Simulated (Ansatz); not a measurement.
```tsv
atom	x (Å)	y (Å)	z (Å)
Si	1.4988	0.0034	0.0970
Si	-0.5878	0.4212	1.3163
Si	-0.4345	0.9582	-1.0718
Si	-0.4764	-1.3827	-0.3415
```

Geometry: r2SCAN-D4/def2-TZVPD; the highest occupied orbital lies above zero, a sign that basis and functional describe the outermost electron poorly.

Method: RKS PBE0-D4/def2-TZVPD in Ansatz 0.2.0.

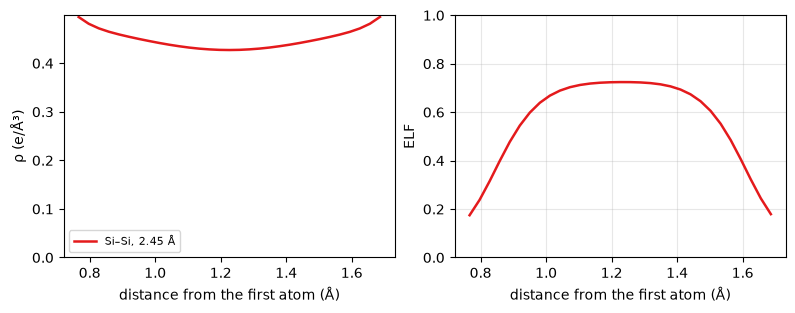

Si₄ (charge −4). Total electron density and electron localisation function along straight lines between neighbouring atoms. The curves leave out the atomic cores.

**What can be read from the curves?**

Si–Si (2.45 Å): ρ at the midpoint is about 0.43 e/Å³; the ELF peaks at about 0.70 between the atoms.
